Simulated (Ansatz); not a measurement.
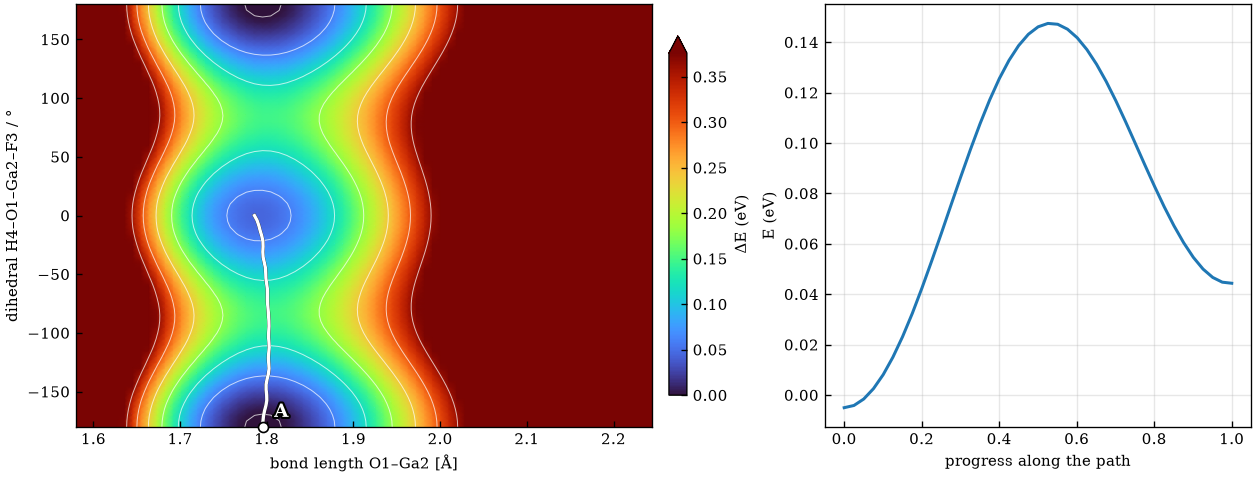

FGaHO, SMILES [OH][Ga][F], spin multiplicity 2. Coordinates scanned: (1) bond length O1–Ga2; (2) dihedral H4–O1–Ga2–F3. Nothing is relaxed (all other coordinates rigid). Grid: 15 × 15 points; 120 points were computed and 105 follow by symmetry. Points are written as (first, second). All energies are given in eV relative to the lowest grid point. Level of theory: Ansatz, UKS PBE0-D4/def2-TZVP.

In the figure: a smooth colour map with a few white contour lines, a line along the lowest path, one colour for all values above the top of the scale, the energy along the path at the right, the start A. Between grid points the surface is interpolated.

Q: Describe the path and its barrier.

A: The easiest path leads from the well at about (1.80 Å, −180°) to the well at about (1.79 Å, 0°), about 0.049 eV higher. Its highest point lies about 0.15 eV above the bottom of the first well on the interpolated surface, at about (1.80 Å, −85°). Seen from the upper well the barrier is about 0.1 eV. The start is the relaxed structure and all else is held, so a fully relaxed path at this level can only be lower.
